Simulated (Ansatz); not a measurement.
Three curves of one kind of scan: energy against volume (even scaling of the relaxed cell, symmetry kept). Calculation: r2SCAN (plane waves to 500 eV, PAW, scalar-relativistic; Ansatz, a quantum-chemistry and plane-wave program). Each is measured from its own zero (the relaxed starting cell). 

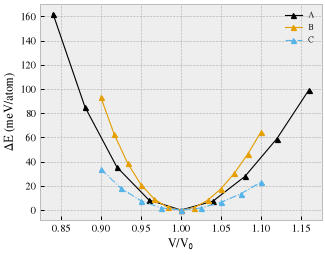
Fig. 1. Curves A, B and C.

Q: Match the curves to these crystals:
- CsPbBr$_{3}$ (cubic perovskite), a = 5.938 Å, b = 5.938 Å, c = 5.938 Å, α = 90.00°, β = 90.00°, γ = 90.00°
- CaB6 (space group Pm-3m), a = 4.137 Å, b = 4.137 Å, c = 4.137 Å, α = 90.00°, β = 90.00°, γ = 90.00°
- CoSi₂ (fluorite type, space group Fm-3m), a = b = c = 5.315 Å, α = β = γ = 90.00°

A: A is CaB6; B is CoSi2; C is CsPbBr3.

All were relaxed with their symmetry unable to fall. CoSi2 is run without spin polarisation. Spin-orbit coupling is left out. This is a high-temperature form of CsPbBr3.

(Under strain, the slope of the energy per volume gives the stress and its curvature an elastic modulus.)
